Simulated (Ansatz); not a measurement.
# A low-energy model for OsCl4 (Cmmm): bands, U and J, part 2 of 2

Wanted: the parameters of a Hubbard-Kanamori model for OsCl4 (Cmmm).

Ansatz 0.2.0; non-magnetic LDA, then constrained RPA, plane waves, PAW.

So far: The structure; LDA bands and orbital weights.

## 3. Constrained RPA: Os t2g + anion p, bands v14 to c1, 4×4×6 mesh, medium accuracy

Constrained RPA screens the interaction with every transition except those inside the target bands, which a later many-body model would treat itself.

This step: constrained RPA on LDA, plane waves, PAW.

File input.yaml:

```yaml
crystal:
  lattice:
    - [3.9645, -2.94368553, 2.94368553]
    - [3.9645, 2.94368553, -2.94368553]
    - [0.0, 2.51730014, 2.51730014]
  atoms:
    - { symbol: Os, position: [0.0, 0.0, 0.0] }
    - { symbol: Cl, position: [0.8106, 0.1894, 0.5] }
    - { symbol: Cl, position: [0.1894, 0.8106, 0.5] }
    - { symbol: Cl, position: [0.2852, 0.2852, 0.0] }
    - { symbol: Cl, position: [0.7148, 0.7148, 0.0] }
kpoints:
  mp_grid: { grid: [4, 4, 6] }
hamiltonian:
  xc: lda
scf:
  occupations: { method: gaussian, width: 0.08 }
  n_extra_bands: 19
  max_iter: 150
output:
  crpa:
    kmesh: [4, 4, 6]
    target_bands: [v14, c1]
    projections:
      - { species: Os, l: d, shell: 5, orbitals: [dxz, dyz, dxy] }
      - { species: Cl, l: p, shell: 3 }
  local_orbitals:
    kmesh: [8, 8, 12]
    orbitals:
      - { species: Os, l: d, shell: 5, orbitals: [dxz, dyz, dxy] }
      - { species: Cl, l: p, shell: 3 }
    window: { bands: [v14, c1] }
    seedname: lo
```

Command:

```
> ansatz run input.yaml --threads 4 --pin off --max-ram 9216MiB --backend cpu --events-out ev --progress --plain --runs-dir out
```

Numbers of over 12 decimals in the logs are rounded to 6 here.

Log:

```text
[...]
Crystal: 5 atoms, lattice volume = 117.510 Å³
Basis set: ecut = 420 eV, 2303 PW (Γ)
Bands: 41, of which v1, the nominal top of the filled ones, is band 22 counted from 1 (21 counted from 0)
Symmetry: 8 space group operations
[...]
k-points: 28 of 96
[...]
SCF iter   1: F=—  HF=-15296.415208 eV  |F-HF|=—  |Δ(HF+E_count)|=         —  Δρ=8.71e-3  dr2=1.20e-1  ethr=1.77e-3  ⟨swp⟩=5.5  Hψ=5120  notcnv=0  defer=211
[...]
SCF iter  10: F=-15296.392944 eV  HF=-15296.392944 eV  |F-HF|=3.20e-8  |Δ(HF+E_count)|=   4.33e-8  Δρ=4.70e-6  dr2=3.88e-8  ethr=2.27e-10  ⟨swp⟩=9.7  Hψ=4935  notcnv=0
SCF 1 converged in 10 iterations: F = -15296.392944 eV  dr2 = 3.88e-8
[...]
NSCF: frozen V_eff on 151 k-points
[...]
cRPA screening: q 1/96
cRPA screening: q 2/96
cRPA screening: q 4/96 (q-point 3)
cRPA screening: q 6/96 (q-point 4)
cRPA screening: q 7/96
cRPA screening: q 11/96 (q-point 8)
cRPA screening: q 15/96 (q-point 9)
cRPA screening: q 19/96 (q-point 10)
cRPA screening: q 23/96 (q-point 11)
cRPA screening: q 27/96 (q-point 12)
cRPA screening: q 31/96 (q-point 13)
cRPA screening: q 33/96 (q-point 14)
cRPA screening: q 37/96 (q-point 15)
cRPA screening: q 41/96 (q-point 16)
cRPA screening: q 43/96 (q-point 31)
cRPA screening: q 45/96 (q-point 32)
cRPA screening: q 47/96 (q-point 33)
cRPA screening: q 49/96 (q-point 34)
cRPA screening: q 51/96 (q-point 35)
cRPA screening: q 53/96 (q-point 36)
cRPA screening: q 55/96 (q-point 37)
cRPA screening: q 59/96 (q-point 38)
cRPA screening: q 63/96 (q-point 39)
cRPA screening: q 67/96 (q-point 40)
cRPA screening: q 71/96 (q-point 41)
cRPA screening: q 75/96 (q-point 42)
cRPA screening: q 79/96 (q-point 43)
cRPA screening: q 81/96 (q-point 44)
cRPA screening: q 85/96 (q-point 45)
cRPA screening: q 89/96 (q-point 46)
cRPA screening: q 91/96 (q-point 61)
cRPA screening: q 92/96 (q-point 62)
cRPA screening: q 94/96 (q-point 63)
cRPA screening: q 96/96 (q-point 64)
SCF converged after 10 iterations
Free energy (F): -15296.392944 eV
[...]
Internal energy: -15296.369196 eV  (E = F + TS)
E sigma→0 (E₀):  -15296.381070 eV
Entropy (-TS):   -0.023748 eV (-4.750 meV/atom)
Fermi energy:    4.929848 eV
[...]
--- Band table (eV; the first three rows and the last of 28) ---
  k-point 0: bands = [... 18 lower, 3.4738, 3.5034, 3.6362, 4.8686, 5.1624, 7.3144, 7.9389, 9.8548, ... 15 higher]
  k-point 1: bands = [... 18 lower, 3.2842, 3.3539, 4.2141, 4.8335, 5.0701, 6.8330, 7.7602, 10.5616, ... 15 higher]
  k-point 2: bands = [... 18 lower, 2.8342, 3.0417, 4.4652, 4.8551, 5.1605, 6.9254, 7.3696, 11.3994, ... 15 higher]
  k-point 27: bands = [... 18 lower, 3.0075, 3.3004, 4.2022, 4.6377, 4.8131, 7.3067, 7.9915, 10.5741, ... 15 higher]
--- cRPA (band scheme, projected local orbitals): target bands 9..23 (1-based), 15 Wannier function(s), 4×4×6 mesh, 46 bands' worth read of 51 solved, ecut_chi 136.0 eV, v(q+G=0) probe_charge, pair densities all_electron ---
  χ-basis size per q: N_G = 414..443
  window electrons = 28.0000, filled by tetrahedron_uncorrected; constrained ε̄⁻¹(q = 0, 0) head = 0.262849; min gauge Gram eig = 0.4964
  Kanamori averages over each shell's own Wannier functions (sites counted from 0, functions from 1):
  Each shell's averages of U are screened by what lies outside the whole window alone: parameters of one model of all the shells.
    Site 0, 5D, 3 of 5 d orbitals (Wannier functions 1, 2, 3; wannier90's mr 2, 3, 5):
      screened: U = 4.0906 eV, U' = 3.2041 eV, J = 0.4136 eV
      screened, to within: U = 4.6e-3 eV, U' = 4.6e-3 eV, J = 5.8e-4 eV
      bare: V = 14.1057 eV, V' = 12.8988 eV, J = 0.5840 eV
    Site 1, 3P, 3 of 3 p orbitals (Wannier functions 4, 5, 6; wannier90's mr 1, 2, 3):
      screened: U = 4.7383 eV, U' = 3.6684 eV, J = 0.4400 eV
      screened, to within: U = 6.3e-3 eV, U' = 6.3e-3 eV, J = 6.3e-4 eV
      bare: V = 13.3824 eV, V' = 11.6906 eV, J = 0.6868 eV
    Site 2, 3P, 3 of 3 p orbitals (Wannier functions 7, 8, 9; wannier90's mr 1, 2, 3):
      screened: U = 4.7383 eV, U' = 3.6684 eV, J = 0.4400 eV
      screened, to within: U = 6.3e-3 eV, U' = 6.3e-3 eV, J = 6.3e-4 eV
      bare: V = 13.3824 eV, V' = 11.6906 eV, J = 0.6868 eV
    Site 3, 3P, 3 of 3 p orbitals (Wannier functions 10, 11, 12; wannier90's mr 1, 2, 3):
      screened: U = 5.4029 eV, U' = 4.3343 eV, J = 0.4910 eV
      screened, to within: U = 7.8e-3 eV, U' = 7.8e-3 eV, J = 7.4e-4 eV
      bare: V = 13.7250 eV, V' = 12.1188 eV, J = 0.7363 eV
    Site 4, 3P, 3 of 3 p orbitals (Wannier functions 13, 14, 15; wannier90's mr 1, 2, 3):
      screened: U = 5.4029 eV, U' = 4.3343 eV, J = 0.4910 eV
      screened, to within: U = 7.8e-3 eV, U' = 7.8e-3 eV, J = 7.4e-4 eV
      bare: V = 13.7250 eV, V' = 12.1188 eV, J = 0.7363 eV
  Hermiticity witness max|P − P†| over intra, direct and exchange elements: 8.88e-15 eV (screened), 2.98e-17 eV (bare)
  Reality witness max|Im| over intra, direct and exchange elements: 1.75e-12 eV (screened), 5.67e-12 eV (bare)
```

Elapsed: 22 min, on 4 threads of Arm Neoverse V2, shared host; peak memory 1 GiB; 87 min of CPU time.

This step gave:

| Item | Value |
| --- | --- |
| U | 4.091 eV |
| U prime (inter-orbital) | 3.204 eV |
| J | 0.4136 eV |
| bare V | 14.11 eV |
| bare J | 0.5840 eV |
| stated bound on U | 0.004565 eV |
| U over bare V | 0.2900 |
| electrons in the window | 28.00 |
| head of the constrained inverse dielectric matrix | 0.2628 |
| least eigenvalue of the projection's overlap | 0.4964 |
| target functions | 15 |
| bands in the sums | 46 |
| r.m.s. miss of the model bands | 1.24e-5 eV |
| width of the target bands | 7.359 eV |
| weight of the projected orbitals in the window | 0.9671 |

On the Os t2g shell, screening brings the on-site interaction from 14.1 eV down to U = 4.09 eV.

Kanamori averages over each shell's functions. Crpa shells, by row:

| site | element | shell | orbitals | U (eV) | U' (eV) | J (eV) | bare V (eV) | bare V' (eV) | bare J (eV) | bound on U (eV) |
| --- | --- | --- | --- | --- | --- | --- | --- | --- | --- | --- |
| 1 | Os | 5D | 3 | 4.091 | 3.204 | 0.4136 | 14.11 | 12.9 | 0.584 | 0.004565 |
| 2 | Cl | 3P | 3 | 4.738 | 3.668 | 0.44 | 13.38 | 11.69 | 0.6868 | 0.006228 |
| 3 | Cl | 3P | 3 | 4.738 | 3.668 | 0.44 | 13.38 | 11.69 | 0.6868 | 0.006228 |
| 4 | Cl | 3P | 3 | 5.403 | 4.334 | 0.491 | 13.72 | 12.12 | 0.7363 | 0.007725 |
| 5 | Cl | 3P | 3 | 5.403 | 4.334 | 0.491 | 13.72 | 12.12 | 0.7363 | 0.007725 |

Projected local orbitals of the target window. Electronic bands along the path, in eV, zero at the Fermi level; # counts the bands kept:

```
     point    #11    #12    #13    #14    #15
         Γ  -1.46  -1.43  -1.29  -0.06   0.23
         Y  -1.98  -1.66  -1.35   0.25   0.59
        C0  -1.97  -1.66  -1.35   0.25   0.59
jump to Σ0  -1.97  -1.66  -1.35   0.25   0.59
         Γ  -1.46  -1.43  -1.29  -0.06   0.23
         Z  -2.19  -2.17  -0.76  -0.04   0.35
        A0  -1.92  -1.63  -0.73  -0.29  -0.12
jump to E0  -1.92  -1.63  -0.73  -0.29  -0.12
         T  -1.92  -1.63  -0.73  -0.29  -0.12
         Y  -1.98  -1.66  -1.35   0.25   0.59
 jump to Γ  -1.46  -1.43  -1.29  -0.06   0.23
         S  -1.73  -1.47  -1.37   0.13   0.13
         R  -2.03  -1.99  -0.75  -0.21  -0.07
         Z  -2.19  -2.17  -0.76  -0.04   0.35
         T  -1.92  -1.63  -0.73  -0.29  -0.12
```

The same for Kohn-Sham, solved directly:

```
point    #11    #12    #13    #14    #15
    Γ  -1.46  -1.43  -1.29  -0.06   0.23
    Y  -1.98  -1.66  -1.35   0.25   0.59
   C0  -1.97  -1.66  -1.35   0.25   0.59
   Σ0  -1.97  -1.66  -1.35   0.25   0.59
    Γ  -1.46  -1.43  -1.29  -0.06   0.23
    Z  -2.19  -2.17  -0.76  -0.04   0.35
   A0  -1.92  -1.63  -0.73  -0.29  -0.12
   E0  -1.92  -1.63  -0.73  -0.29  -0.12
    T  -1.92  -1.63  -0.73  -0.29  -0.12
    Y  -1.98  -1.66  -1.35   0.25   0.59
    Γ  -1.46  -1.43  -1.29  -0.06   0.23
    S  -1.73  -1.47  -1.37   0.13   0.13
    R  -2.03  -1.99  -0.75  -0.21  -0.07
    Z  -2.19  -2.17  -0.76  -0.04   0.35
```

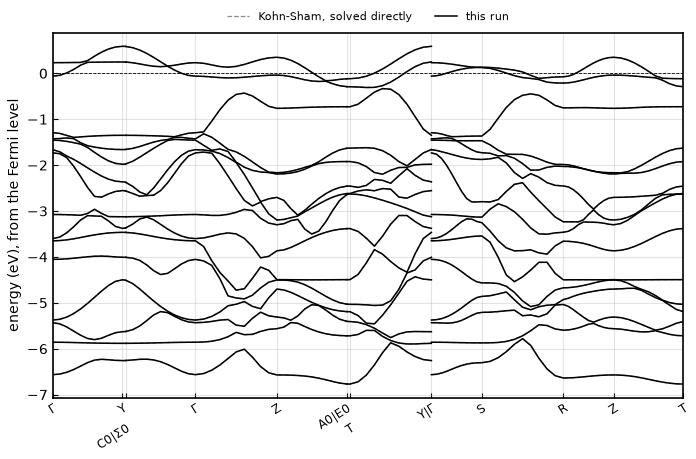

Electronic bands along the path; dashed: Kohn-Sham, solved directly.

Onsite levels, by row:

| orbital | level less Fermi level (eV) |
| --- | --- |
| Os1 dxz | -1.773 |
| Os1 dyz | -1.547 |
| Os1 dxy | -1.773 |
| Cl2 pz | -4.666 |
| Cl2 px | -2.887 |
| Cl2 py | -4.666 |
| Cl3 pz | -4.666 |
| Cl3 px | -2.887 |
| Cl3 py | -4.666 |
| Cl4 pz | -2.265 |
| Cl4 px | -4.273 |
| Cl4 py | -2.265 |
| Cl5 pz | -2.265 |
| Cl5 px | -4.273 |
| Cl5 py | -2.265 |

Largest distinct elements between sites. Hoppings, by row:

```csv
from,to,cell,distance (Å),t (eV)
Cl4 pz,Os1 dxz,0 0 0,2.261,-1.198
Cl4 px,Cl5 px,-1 -1 0,4.523,1.119
Os1 dxy,Cl2 px,-1 0 0,2.378,-0.9487
Cl2 pz,Cl3 pz,1 -1 1,4.756,0.8876
Os1 dyz,Cl3 pz,0 -1 -1,2.378,0.8096
Os1 dyz,Os1 dyz,0 0 1,3.56,-0.3456
Cl5 px,Cl4 px,0 0 0,3.406,0.3271
Cl2 py,Cl3 py,1 -1 0,3.154,0.316
Cl3 py,Cl4 py,0 1 1,3.282,0.2756
Cl5 pz,Cl2 px,0 1 -1,3.282,-0.26
Cl2 pz,Os1 dyz,1 0 1,2.378,-0.2507
Cl3 px,Cl5 px,-1 0 1,3.282,0.2312
```

## 4. What came out

```json
{"Os t2g + anion p": "U 4.09 eV, U′ 3.20 eV, J 0.41 eV, bare V 14.1 eV", "method": "constrained RPA on non-magnetic LDA, 4×4×6 mesh, static"}
```

What this shows: For Os t2g + anion p, screening cuts the on-site interaction from 14.11 eV to 4.09 eV (29 %), while J goes only from 0.58 eV to 0.41 eV: the monopole is screened far more than the multipoles. U − 2J differs from U′ by +0.06 eV, so the Kanamori relation holds well. The parent state is non-magnetic and the interaction static (zero frequency); U depends on the window and the orbitals, so it belongs to this model alone. The bands cross the Fermi level under this constraint, which need not be the crystal's state: magnetic order, correlation or a lattice distortion may open a gap. Spin-orbit coupling, which is strong for atoms this heavy, is left out. A window that holds the anion p bands defines a model with explicit ligands; its U belongs to that model and is not the U of DFT+U.

[Paths, hosts, dates, memory and timing lines, banners, echoed tables and standing remarks are left out of the program output.]

[Logs are printed without paths, hosts, clocks, repeated set-up lines and the standing remarks that a program may print on its own settings, such as how far it seeks lower states.]

[Runs of the session that timed out or met a known fault of the program may be left out.]

[Hosts, paths, dates, database ids (printed as entryN), source tags and the programs' standing remarks are cut or masked in the printed files.]
